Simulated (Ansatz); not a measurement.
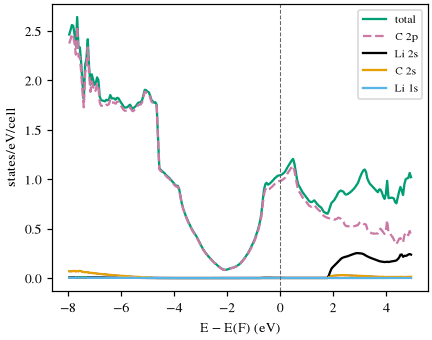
Figure. Total and projected density of states of LiC6 in space group P6/mmm (No. 191; C on 6j, Li on 1b), plane-wave PAW r²SCAN+D4 (Ansatz code)

### Question
Which orbitals carry the states next to the Fermi level?

### Answer
Within 0.5 eV of the Fermi level: C 2p 94 %, outside the projected shells 5 %. Projections are on Löwdin-orthogonalised atomic valence shells; empty p or d shells of many metals are not among them.

### Question
Where is the tallest occupied peak in this window, and what makes it?

### Answer
Near -7.6 eV, about 2.6 states/eV per cell; the largest projected share is C 2p.

The cell is a constructed one: a structure type filled with these elements; the Crystallography Open Database copy checked does not list it. Its standing as an ambient phase is unchecked. The r²SCAN+D4 relaxation kept the symmetry of its start; its stability against distortions is not shown here.

Potentials: the later of the program's two PAW sets.
